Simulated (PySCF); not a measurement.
**FH6OSi, charge +1, SMILES `[OH3+].[SiH3]F`: what the electrons do**

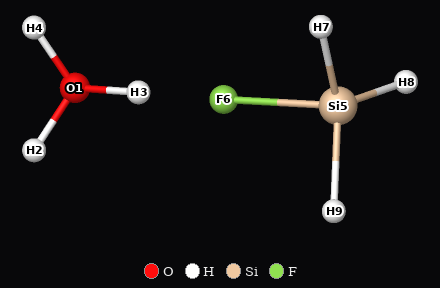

The molecule, with its atoms numbered as below. The pair's geometry is semi-empirical, so its contact may be too short or too long.

Geometry (Å), atoms numbered from 1:

```
O1       2.5678   -0.0007    0.1186
H2       2.9305   -0.8057   -0.3001
H3       1.5359    0.0003    0.0719
H4       2.9323    0.8056   -0.2961
Si5     -1.6386   -0.0005    0.0309
F6       0.0673    0.0017   -0.1125
H7      -1.9484    1.1241   -0.8279
H8      -1.7441    0.2012    1.4619
H9      -1.9137   -1.3285   -0.4786
```

### 1. Bonding charge

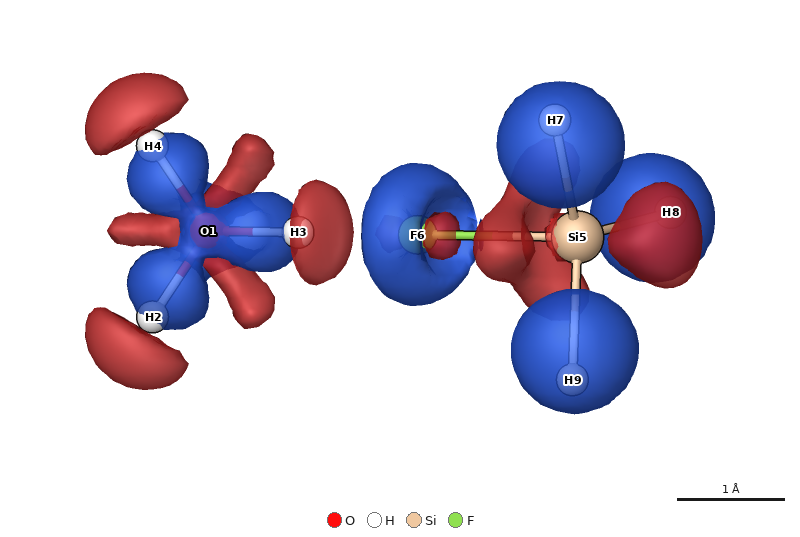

Deformation density (molecule less spherical, spin-averaged free atoms at the same positions), surfaces at ±0.1 e/Å³; blue: gain, red: loss.

PySCF calculation, BP86/def2-SVP, gas phase; geometry: GFN2-xTB.

**Describe the bonding that the map shows.**

O1–H2: +0.60 e/Å³ at the bond critical point (bond length 0.98 Å, Mayer order 0.9). O1–H4: +0.60 e/Å³ at the bond critical point (bond length 0.98 Å, Mayer order 0.9). O1–H3: +0.34 e/Å³ at the bond critical point (bond length 1.03 Å, Mayer order 0.8). Si5–H7: +0.22 e/Å³ at the bond critical point (bond length 1.45 Å, Mayer order 0.9). Si5–H9: +0.22 e/Å³ at the bond critical point (bond length 1.45 Å, Mayer order 0.9). Si5–H8: +0.21 e/Å³ at the bond critical point (bond length 1.45 Å, Mayer order 0.9). Si5–F6: −0.09 e/Å³ at the bond critical point (bond length 1.71 Å, Mayer order 0.7); up to 0.6 Å beside the axis the gain reaches +0.10 e/Å³. H3–F6: −0.10 e/Å³ at the bond critical point (bond length 1.48 Å, Mayer order 0.2). In all, 1.5 electrons gather in the regions of gain relative to the promolecule of neutral atoms (the regions of loss give up this much and the cation's charge besides). A small or negative value marks a very polar bond, one between electron-rich atoms, whose free-atom densities already overlap strongly, a long bond to a heavier atom, or a closed-shell contact such as a hydrogen bond.

### 2. Electrostatic potential

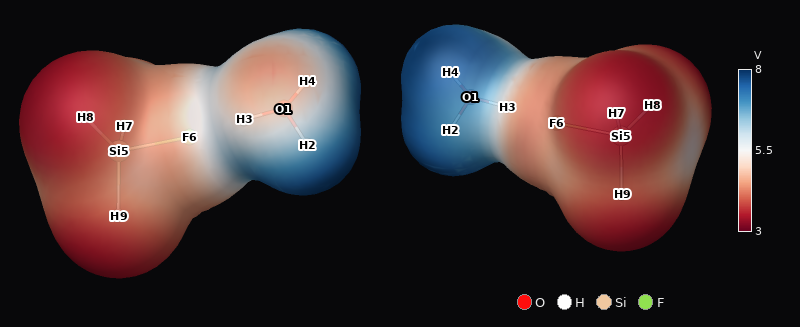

Electrostatic potential on the surface of electron density 0.001 a.u. (back view left, front view right).

**Where are the extremes of the potential on the surface?**

Highest: 7.90 V, 1.1 Å from H4. Further maxima include 5.45 V, off the Si5–H8 bond (1.9 to 2.1 Å from its atoms); 4.80 V, off the Si5–F6 bond (1.9 to 2.1 Å from its atoms). Lowest: 3.37 V, 1.4 Å from H8. Further minima include 4.39 V, 1.7 Å from O1. The surface is sampled at points, so like sites can differ by a few per cent and only the strongest of them is named.

### 3. Weak contacts

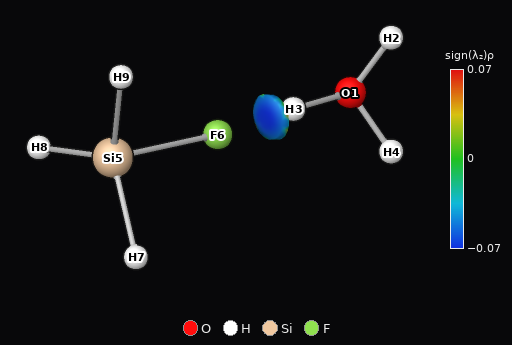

Non-covalent interaction surfaces between the fragments (reduced density gradient s = 0.5, coloured by sign(λ₂)ρ in a.u.; trimmed to the region between the fragments where ρ is under 0.1 a.u.). Fragment A: H3O(+1) (atoms 1–4); fragment B: SiH3F.

Method: BP86/def2-SVP; geometry: GFN2-xTB; program: PySCF.

**Which interactions hold the two fragments together?**

Bond critical points between the fragments: H3···F6, hydrogen bond, 1.48 Å, ρ = 0.065 a.u. It appears blue (attractive, sign(λ₂)ρ well below zero). The pose is a local one from a semi-empirical search, not shown to be the most stable. With a charged fragment, long-range electrostatics, which these surfaces don't show, weighs heavily in the interaction energy.

**How strongly are they bound?**

The counterpoise-corrected interaction energy of the frozen fragments is −31.4 kcal/mol without dispersion correction and −32.4 kcal/mol with D3(BJ). The pair geometry is semi-empirical, not a minimum at this level.

### 4. Binding density

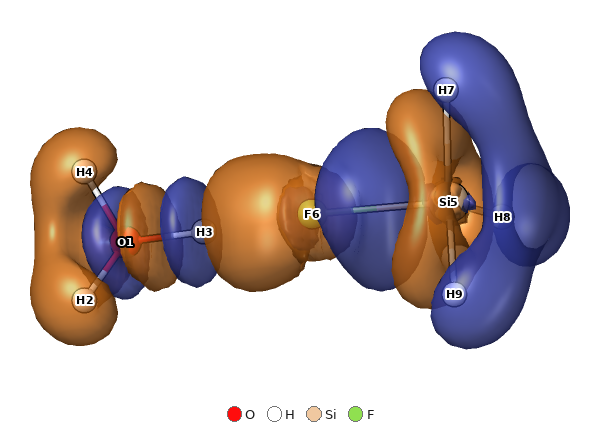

Density of the complex less the densities of the two fragments at the same geometry, ±0.008 e/Å³ (orange: gain, blue: loss). Fragment A: H3O(+1) (atoms 1–4); fragment B: SiH3F.

**How is the density rearranged on binding?**

Hirshfeld charges show 0.088 e passing from B to A. By Hirshfeld charges, electrons gather most on O1 (−0.040 e) and leave Si5 most (+0.058 e); 0.25 e is displaced in all.
